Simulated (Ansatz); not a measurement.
How methods differ on BH2O (SMILES B[O])

BH2O has 4 atoms, charge 0, and is taken as a doublet. As SMILES, `B[O]`. The shape was relaxed beforehand at r2SCAN/def2-SVP.

```xyz
4

B     0.0109   -0.0141   -0.0070
O     1.0331   -0.3433    0.6822
H    -1.0644   -0.5869    0.1465
H     0.0758    0.8840   -0.8418
```

Quantity: the dissociation energy of the O2–B1 bond into triplet O and doublet BH2 (shapes relaxed at r2SCAN/def2-SVP, no zero-point term), in eV. The values are calculated.

```json
{"level": "UHF/def2-TZVPP", "kind": "Hartree–Fock", "program": "Ansatz", "value (eV)": "4.51", "less CCSD(T)/def2-TZVPP": "-1.99", "CPU time (all runs)": "0.68 s"}
{"level": "USVWN5/def2-TZVPP", "kind": "LDA", "program": "Ansatz", "value (eV)": "8.42", "less CCSD(T)/def2-TZVPP": "+1.92", "CPU time (all runs)": "1.1 s"}
{"level": "UBLYP/def2-TZVPP", "kind": "GGA", "program": "Ansatz", "value (eV)": "7.15", "less CCSD(T)/def2-TZVPP": "+0.65", "CPU time (all runs)": "2.1 s"}
{"level": "UB3LYP/def2-TZVPP", "kind": "global hybrid", "program": "Ansatz", "value (eV)": "6.85", "less CCSD(T)/def2-TZVPP": "+0.35", "CPU time (all runs)": "1.9 s"}
{"level": "UPBE0-D4/def2-TZVPP", "kind": "global hybrid", "program": "Ansatz", "value (eV)": "6.80", "less CCSD(T)/def2-TZVPP": "+0.30", "CPU time (all runs)": "1.7 s"}
{"level": "U-wB97M-V/def2-TZVPP", "kind": "range-separated hybrid", "program": "Ansatz", "value (eV)": "6.88", "less CCSD(T)/def2-TZVPP": "+0.38", "CPU time (all runs)": "5.7 s"}
{"level": "RPA@PBE/def2-TZVPP", "kind": "RPA", "program": "Ansatz", "value (eV)": "6.21", "less CCSD(T)/def2-TZVPP": "-0.29", "CPU time (all runs)": "3.6 s"}
{"level": "UMP2/def2-TZVPP", "kind": "perturbation theory", "program": "Ansatz", "value (eV)": "6.44", "less CCSD(T)/def2-TZVPP": "-0.06", "CPU time (all runs)": "1.1 s"}
{"level": "UCCSD(T)/def2-TZVPP", "kind": "coupled cluster or CI", "program": "Ansatz", "value (eV)": "6.50", "less CCSD(T)/def2-TZVPP": "0.00", "CPU time (all runs)": "4.5 s"}
```

Differences are taken from UCCSD(T)/def2-TZVPP for orientation; it has basis-set and higher-order errors of its own. The values span 4.51 to 8.42 eV. Hartree–Fock misses the correlation of the electron pair that is broken and comes out low. Measured bond enthalpies also hold zero-point and thermal terms, a few tenths of an eV less. Times are those of the runs behind each value, whatever else they computed, on shared processors of several kinds: orders of magnitude only.

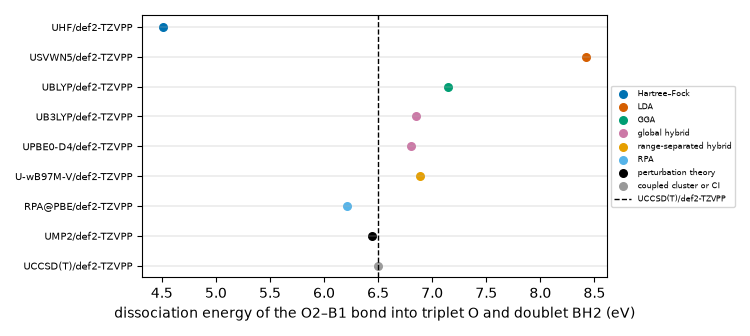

The values of the table, level by level.
